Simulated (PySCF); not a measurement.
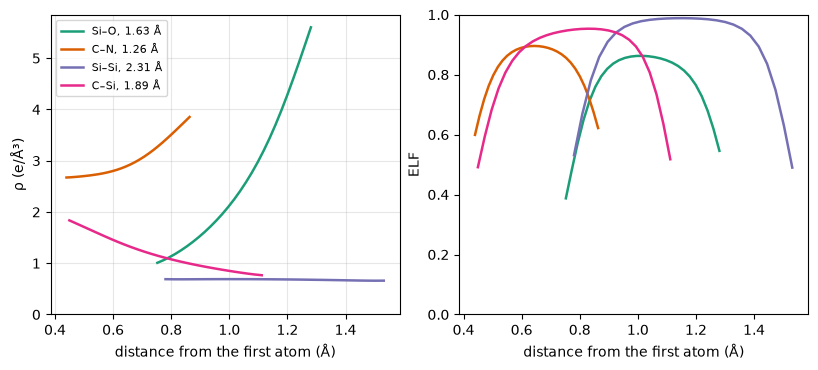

C3H13NOSi3. Electron density and electron localisation function along straight lines between neighbouring atoms. The curves leave out the atomic cores.

Geometry: GFN2-xTB.

Method: PBE0/pcSseg-1, SCF density, gas phase, non-relativistic in PySCF 2.14.0.

Input

```
{"job": {"kind": "nmr", "xc": "PBE0", "basis": "pcSseg-1"}, "charge": 0, "multiplicity": 1}
C     -3.453094    -0.684731    -1.141087
N     -2.620611    -0.087693    -0.415382
C     -2.190936    -0.634214     0.820292
Si    -0.337191    -1.166664     0.608169
Si     0.653680     0.500798    -0.649647
O     -0.477567     1.613997    -1.004545
C      2.054281     1.420351     0.250808
Si     3.581446     0.380602     0.659185
H     -3.940394    -1.625153    -0.868547
H     -3.716107    -0.248950    -2.093456
H     -2.227231     0.162828     1.564686
H     -2.821883    -1.465532     1.162801
H     -0.399427    -2.482731    -0.047550
H      0.118338    -1.426585     1.981410
H      1.191127    -0.021377    -1.920425
H     -1.405617     1.343018    -0.982326
H      2.356819     2.262696    -0.371276
H      1.665034     1.856322     1.171700
H      4.191390    -0.138188    -0.567264
H      4.569031     1.204653     1.365913
H      3.199992    -0.746505     1.517532
```

Command:

```sh
OMP_NUM_THREADS=1 python probes_run.py task.json out
```

Compare the contacts.

Answer. Si–O (1.63 Å): ρ is about 1.2 e/Å³ halfway; the ELF peaks at about 0.85 between the atoms, as expected for a polar covalent bond.
C–N (1.26 Å): ρ at the midpoint is about 2.9 e/Å³; the ELF peaks at about 0.90 between the atoms (a multiple bond).
Si–Si (2.31 Å): ρ is about 0.69 e/Å³ halfway; the ELF peaks at about 1 between the atoms (a covalent bond).
C–Si (1.89 Å): ρ is about 0.9 e/Å³ halfway; the ELF peaks at about 0.95 between the atoms; localised, covalent bonding.
